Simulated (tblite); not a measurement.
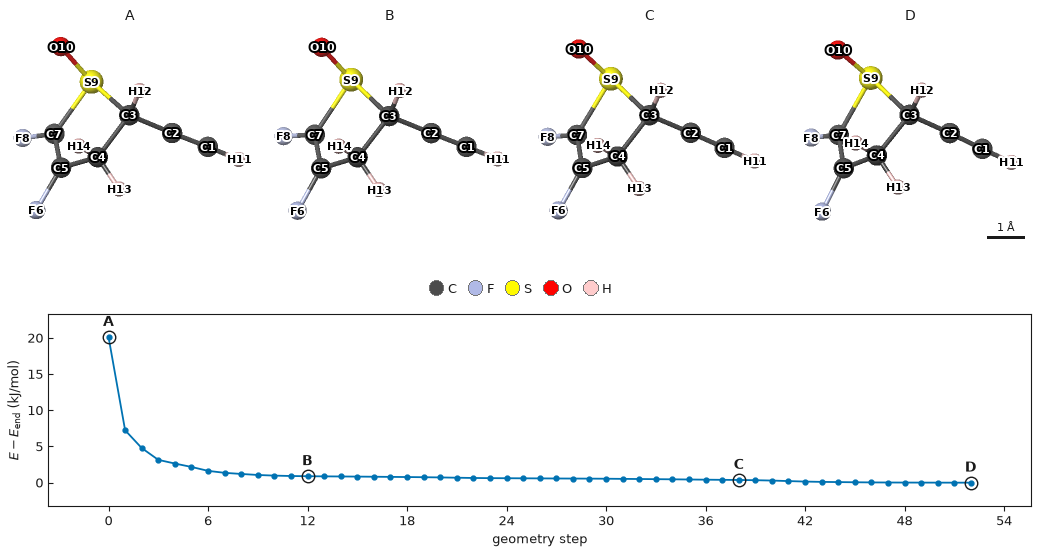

Frames of a relaxation of C$_{6}$H$_{4}$F$_{2}$OS, marked on the history of the run. A ball-and-stick model, seen at a tilt.

These are results of GFN2-xTB geometry optimisation, gas phase in tblite 0.8.0, not measurements. 

Q: What happens along the run?

A: The energy falls by 20.1 kJ/mol in 52 geometry steps. The largest move after the best rigid fit is that of F8, 0.27 Å. Largest moves by element: F 0.27 Å, H 0.25 Å, C 0.18 Å, O 0.17 Å, S 0.13 Å. Among the contacts that change: C7–S9 1.780 → 1.839 Å, S9–O10 1.509 → 1.455 Å, C3–S9 1.846 → 1.890 Å, C2–C3 1.475 → 1.438 Å. Among the angles between lasting bonds that change: C3–S9–C7 90.9° → 86.4°, F8–C7–S9 123.4° → 119.0°, F6–C5–C7 121.5° → 125.7°. From step 0 to 12: F6 moves most (0.09 Å), energy −19.2 kJ/mol. From step 12 to 38: F8 moves most (0.13 Å), energy −0.52 kJ/mol. From step 38 to 52: H11 moves most (0.12 Å), energy −0.37 kJ/mol.
